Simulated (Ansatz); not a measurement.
## Electronic structure of CH₄FNO (SMILES ONCF) in real space

The calculation's input:

```
crystal:
  periodic: [false, false, false]
  atoms:
    - {symbol: C, position_ang: [-0.999517, -0.478440, -1.466253]}
    - {symbol: F, position_ang: [-0.095410, -0.565652, -0.409393]}
    - {symbol: "N", position_ang: [-0.384520, -0.365908, -2.746412]}
    - {symbol: O, position_ang: [0.362951, -1.566108, -3.017162]}
    - {symbol: H, position_ang: [-0.013410, -1.856891, -3.863490]}
    - {symbol: H, position_ang: [0.324097, 0.368417, -2.713768]}
    - {symbol: H, position_ang: [-1.623965, -1.375221, -1.455557]}
    - {symbol: H, position_ang: [-1.606294, 0.422606, -1.315139]}
basis:
  gaussian: {orbitals: def2-TZVPD}
output: {forces: true, orbitals: {seedname: orbitals}}
hamiltonian: {xc: {name: PBE0}}
```

Command:

```sh
ansatz run input.yaml --threads 1 --pin off --max-ram 2610MiB --events-out events.jsonl --progress --plain --runs-dir runs
```

Geometry: B3LYP/6-31G*.

Level of theory: isolated molecule in a Gaussian basis; Kohn-Sham density functional theory, functional PBE0 in Ansatz 0.2.0.

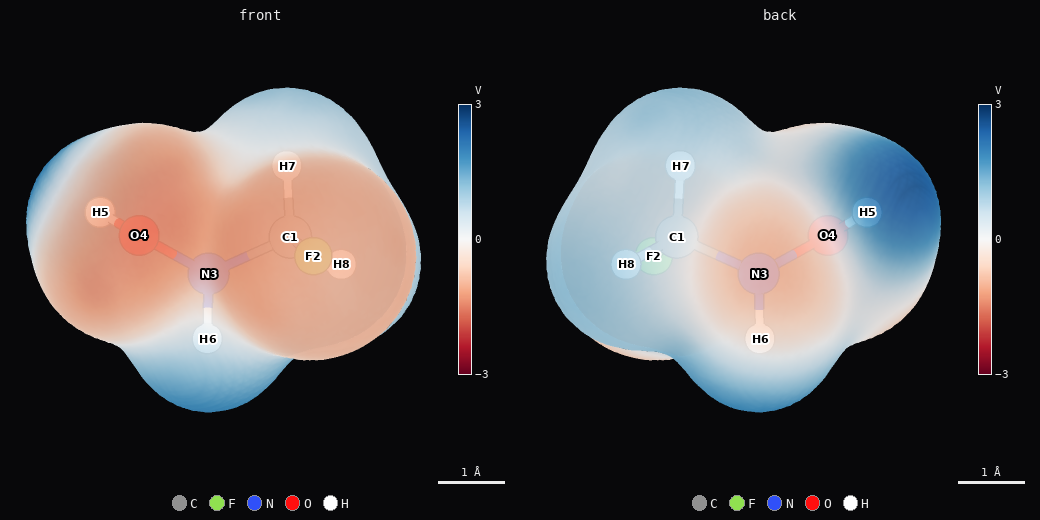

Figure 1. The electrostatic potential painted on the density surface at 0.002 e/bohr³, seen from the front and from behind; red is negative and blue positive.

### Describe the electrostatic potential map.

The most negative region (about −1.4 V) lies over O4, the most positive (about +2.5 V) over H5. O4 is the likeliest acceptor of a hydrogen bond.

### What dipole moment does the calculation give?

Its dipole moment is 2.20 D.

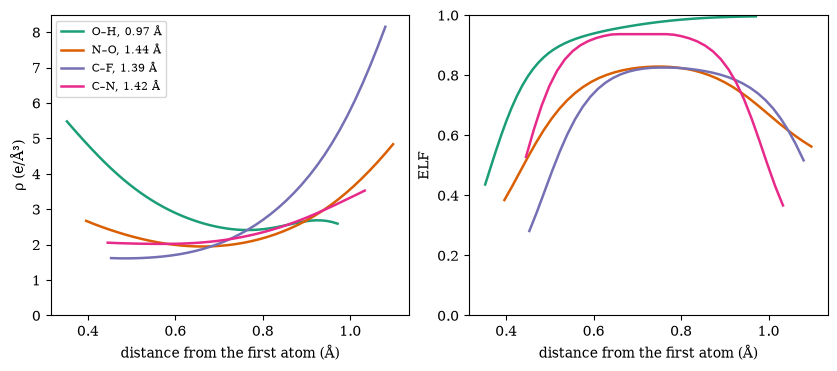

Figure 2. Total electron density and ELF along straight lines between neighbouring atoms. The curves leave out the atomic cores.

### What can be read from the curves?

O–H (0.97 Å): the density is about 3.8 e/Å³ at the midpoint; the ELF climbs to about 1 towards the hydrogen, as it does in any bond to H: a covalent bond by its length.
N–O (1.44 Å): ρ is about 2 e/Å³ halfway; the ELF peaks at about 0.85 between the atoms (localised, covalent bonding).
C–F (1.39 Å): ρ at the midpoint is about 2 e/Å³, with its minimum of 1.6 e/Å³ about 0.5 Å from C; the ELF peaks at about 0.85 between the atoms, as expected for a shared but strongly polarised pair.
C–N (1.42 Å): the density is about 2.1 e/Å³ at the midpoint; the ELF peaks at about 0.95 between the atoms; localised, covalent bonding.

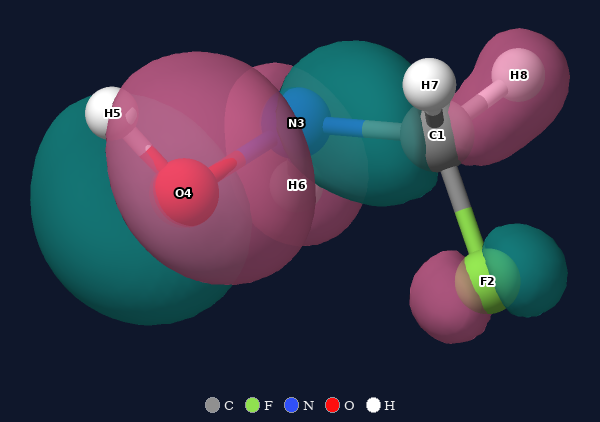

Figure 3. The HOMO−1 at ±0.1 Å⁻³ᐟ² (teal and pink are the two phases), seen from one side.

### What is the character of this orbital?

It lies mainly on O4 (about 70 %) and N3 (about 10 %); largely a lone pair of O4. Its energy is −8.90 eV.
